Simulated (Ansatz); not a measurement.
# CH8BNSi2: the cost of one run

Computed with Ansatz 0.2.0, Gaussian basis. Level: functionals in def2-TZVPP, the program's frozen cores in correlated methods.

Levels to be run: PBE-D4, r2SCAN-D4, PBE0-D4, B3LYP-D4, ωB97X-V, ωB97M-V, B2PLYP; CCSD(T)/def2-TZVPP; MP2/def2-QZVPP; extrapolation to the limit.

### 1 Structure used throughout

All runs share one geometry, relaxed beforehand with PBE0-D4 in a triple-zeta def2 set.

SMILES `C[SiH]1[SiH2]B1N`, 13 atoms, charge 0, spin multiplicity 1.

Atoms are counted from 1 here; the program's logs count them from 0.

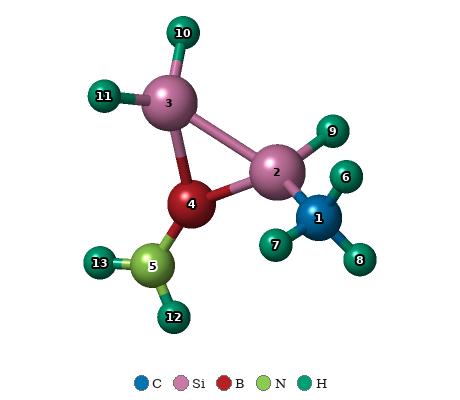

The structure; carbon blue, silicon pink, boron red, nitrogen green, hydrogen teal; atoms are numbered from 1 in the order of the file.

As a file:

```
C    -2.1026    0.1541   -0.9144
Si   -0.4789   -0.6587   -0.4369
Si    0.6477   -0.9082    1.5943
B     1.2592    0.1795    0.0162
N     2.0536    1.2814   -0.2207
H    -2.9452   -0.4883   -0.6502
H    -2.2190    1.1058   -0.3930
H    -2.1365    0.3444   -1.9898
H    -0.2823   -1.9943   -1.0699
H     1.0865   -2.3061    1.8467
H     0.3874   -0.1822    2.8688
H     1.9515    1.8718   -1.0308
H     2.7988    1.5659    0.3947
```

### 2 PBE-D4 (GGA)

in.yaml

```yaml
crystal:
  periodic: [false, false, false]
  atoms:
    - {symbol: C, position_ang: [-2.102649, 0.154149, -0.914365]}
    - {symbol: Si, position_ang: [-0.478942, -0.658745, -0.436948]}
    - {symbol: Si, position_ang: [0.647695, -0.908178, 1.594288]}
    - {symbol: B, position_ang: [1.259204, 0.179509, 0.016165]}
    - {symbol: N, position_ang: [2.053588, 1.281358, -0.220684]}
    - {symbol: H, position_ang: [-2.945164, -0.488313, -0.650218]}
    - {symbol: H, position_ang: [-2.219013, 1.105846, -0.393012]}
    - {symbol: H, position_ang: [-2.136483, 0.344421, -1.989766]}
    - {symbol: H, position_ang: [-0.282305, -1.994300, -1.069874]}
    - {symbol: H, position_ang: [1.086493, -2.306144, 1.846710]}
    - {symbol: H, position_ang: [0.387399, -0.182157, 2.868777]}
    - {symbol: H, position_ang: [1.951528, 1.871768, -1.030798]}
    - {symbol: H, position_ang: [2.798849, 1.565886, 0.394724]}
basis:
  gaussian: {orbitals: def2-TZVPP}
hamiltonian: {xc: pbe, dispersion: d4}
output: {forces: true, orbitals: {seedname: orbitals}}
```

The run is started by

```sh
$ ansatz run in.yaml --threads 4 --pin off --events-out ev --progress --plain --max-ram 10444MiB
```

What time and memory should one allow on 4 threads of Arm Neoverse V1, shared host?

About 3.6 s, with a peak of 0.41 GiB.
